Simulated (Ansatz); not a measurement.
Consider BN in the wurtzite structure (space group P6_3mc, No. 186; a = 2.5232 Å, c = 4.1751 Å).

The change: the cell is scaled by 1.0180 in all directions; the atoms relax in the strained cell.

Level of theory: LDA, PAW, 420 eV (Ansatz, a quantum-chemistry and plane-wave program; scalar-relativistic without spin-orbit coupling).

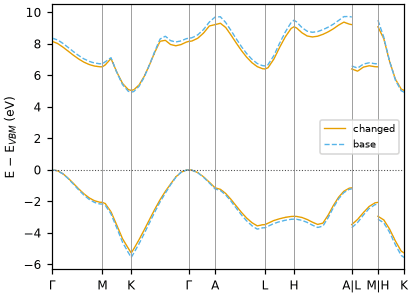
Figure. Highest valence and lowest conduction band along the path, each from its own valence-band maximum

Q: From the figure, how large is the changed gap, and is it direct?

A: About 5.0 eV, indirect, Γ → K.

No phonon test of stability was made.
